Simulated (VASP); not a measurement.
Band structure of CdS (relaxed from the NiAs structure, space group P6_3/mmc). Calculation: r2SCAN meta-GGA, VASP's PBE PAW potentials (set 64) (plane waves; VASP).

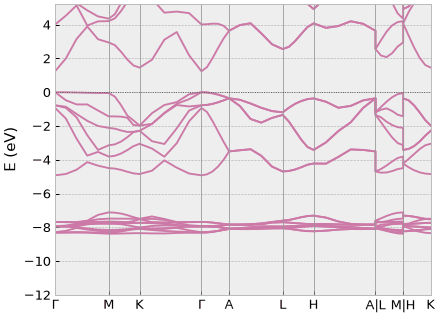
Fig. 1. Bands along high-symmetry lines, zero at the valence-band maximum or, without a gap, the Fermi level

### Question
Read the plot: is there a gap, and where are the band edges?

### Answer
The gap is direct, 1.24 eV, from the valence maximum at Γ to the conduction minimum at Γ.

The structure was generated: CdS was put into the NiAs type (P6_3/mmc), which need not be its known phase. It was relaxed first, which changed the volume by +8 %.
